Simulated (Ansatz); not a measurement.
BFH₃NOSi

The calculation's input:

```
crystal:
  periodic: [false, false, false]
  atoms:
    - { symbol: "N", position_ang: [0.7111, 1.0834, 1.3987] }
    - { symbol: B, position_ang: [0.2349, -0.1326, 0.6475] }
    - { symbol: O, position_ang: [0.5992, -1.3438, -0.0871] }
    - { symbol: Si, position_ang: [-0.5319, -0.761, -1.0445] }
    - { symbol: F, position_ang: [-1.9651, -1.7542, -0.8601] }
    - { symbol: H, position_ang: [-0.2055, 1.6988, 1.5579] }
    - { symbol: H, position_ang: [1.2783, 1.6841, 0.7293] }
    - { symbol: H, position_ang: [-0.0288, -0.5317, -2.3975] }
basis:
  gaussian: { orbitals: def2-SVP }
hamiltonian:
  xc: pbe
  dispersion: d4
relax:
  f_tol: 0.015
  max_steps: 40
output:
  orbitals: {}
```

Command:

```sh
ansatz run input.yaml --threads 1 --pin off --max-ram 2048MiB --backend cpu --events-out ev --progress --plain --runs-dir out
```

The fields are those of the relaxed geometry.

Theory: RKS PBE-D4/def2-SVP (Ansatz).

What can the converged electron density and electron localisation function tell about the bonding?

B–O (1.39 Å): ρ is about 2 e/Å³ halfway; the ELF peaks at about 0.85 between the atoms, as expected for a polar covalent bond.
B–N (1.39 Å): ρ is about 1.9 e/Å³ halfway; the ELF peaks at about 0.90 between the atoms (a polar covalent bond).
Si–O (1.76 Å): ρ is about 0.89 e/Å³ halfway; the ELF peaks at about 0.85 between the atoms (a shared but strongly polarised pair).
Si–B (1.90 Å): ρ is about 0.72 e/Å³ halfway; the ELF peaks at about 0.70 between the atoms.

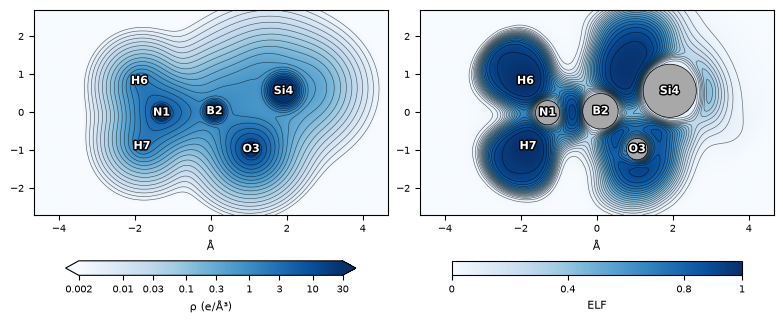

Computed electron density and electron localisation function on the plane of atoms B2, N1 and H6, in this order. Grey discs cover the atomic cores in the ELF map. 
